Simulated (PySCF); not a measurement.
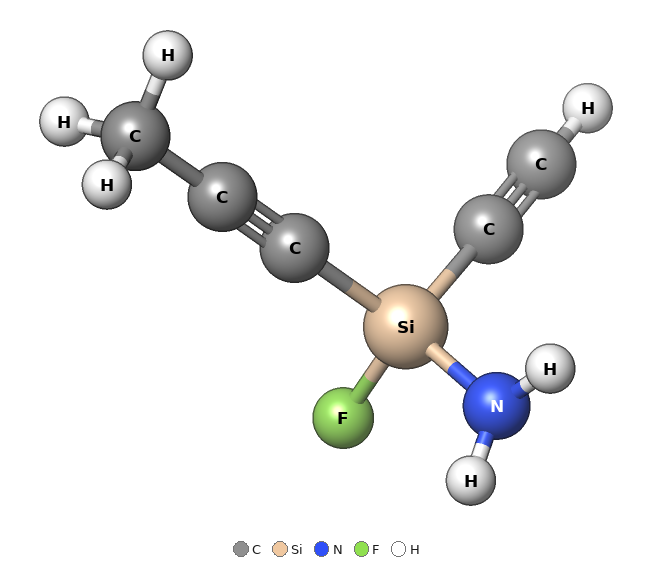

The computed structure is the end point of a GFN2-xTB optimisation. No frequency run is at hand to confirm it as a minimum. Level of theory: CAM-B3LYP/def2-SVPD, gas phase (PySCF 2.14.0). Excitations: vertical, linear response.

Q: What is the lowest vertical singlet excitation?

A: 5.73 eV.

Q: Give the brightest of the 8 lowest singlets at this level.

A: 6.72 eV.

Q: Give the HOMO energy (Kohn–Sham orbital) at this level.

A: −8.99 eV.

Q: Estimate the HOMO–LUMO gap.

A: 9.44 eV.

The geometry is semi-empirical. Around Si such bond lengths and angles can be off by a tenth of an ångström or more and by several degrees, and values that hang on the shape move with them.
